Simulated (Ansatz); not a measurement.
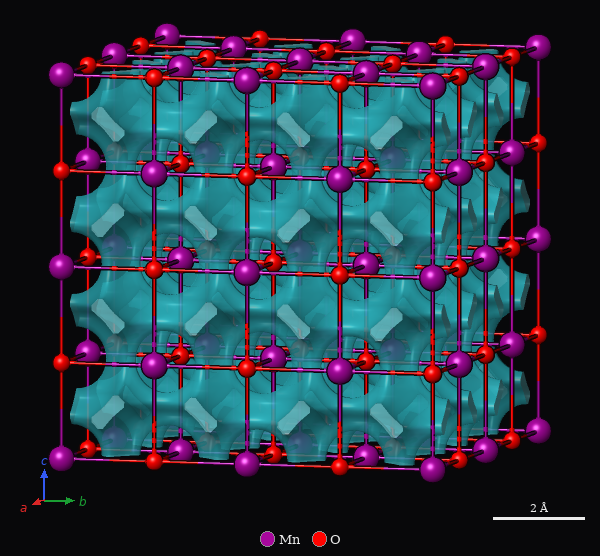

The teal surface encloses the points that the centre of a probe sphere of radius 0.10 Å can occupy in MnO in space group Fm-3m, computed on a grid of about 0.12 Å (2×2×2 cells shown, view slightly off an axis; pale faces close the region where the box cuts it).

The atoms' radii are Shannon crystal radii (six-coordinate where tabulated): Mn 0.97 Å, O 1.26 Å.

Origin of the cell: the end point of a relaxation at a target pressure of 15 GPa with Ansatz 0.2.0, DFT PBE, scalar-relativistic, plane waves, PAW.

```
Mn O
1.0
     4.27287    0.00000    0.00000
     0.00000    4.27287    0.00000
     0.00000    0.00000    4.27287
Mn O
4 4
Direct
  0.00000 0.00000 0.00000
  0.00000 0.50000 0.50000
  0.50000 0.00000 0.50000
  0.50000 0.50000 0.00000
  0.50000 0.00000 0.00000
  0.50000 0.50000 0.50000
  0.00000 0.00000 0.50000
  0.00000 0.50000 0.00000
```

**Is the space open to the probe made of pockets or channels?**

Where they connect, they form a three-dimensional network.

**What share of the cell can the probe's centre reach?**

About 24 % of the volume (19 Å³ of 78.0 Å³).

**Give the largest included and the largest free sphere.**

The largest sphere that fits anywhere has a diameter of 1.18 Å; the largest that can travel through the crystal, about 0.5 Å.

**How does the connectivity change as the probe shrinks?**

Below a radius of about 0.27 Å the space forms a three-dimensional network. These are grid estimates, good to about 0.05 Å.
